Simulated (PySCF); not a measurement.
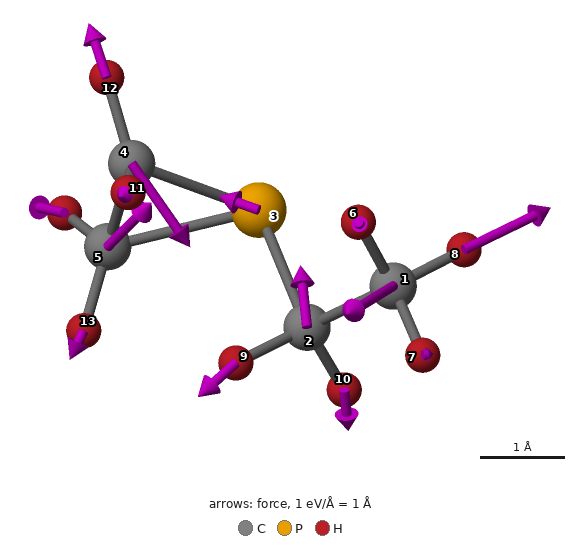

Starting geometry of C₄H₉P with the computed forces as purple arrows. The picture is a ball-and-stick view, seen at a tilt.

The start comes from GFN2-xTB. Its atoms were then displaced at random by about 0.01 Å.

All numbers below come from PBE0-D3(BJ)/def2-SVP geometry optimisation, gas phase (PySCF). 

**What follows when this structure is relaxed?**

It isn't relaxed: the largest force vector, on a C atom, is 1.63 eV/Å. The final displacements follow the starting forces only in part (cosine between the two patterns 0.45). An H atom moves most after the best rigid fit: 0.061 Å. By element the largest moves are H 0.061 Å, C 0.041 Å, P 0.022 Å. Some distances before and after: C–H 1.066 → 1.102 Å, C–C 1.496 → 1.522 Å, C–P 1.875 → 1.854 Å, C–H 1.084 → 1.095 Å. Among the angles between lasting bonds that change: H–C–H 109.8° → 106.6°, C–C–H 115.0° → 118.0°, H–C–H 116.0° → 113.3°. Over 8 geometry steps the energy falls by 0.094 eV. The run took 37 s on 1 thread of Intel(R) Xeon(R) Platinum 8375C CPU @ 2.90GHz, with other jobs on the host.
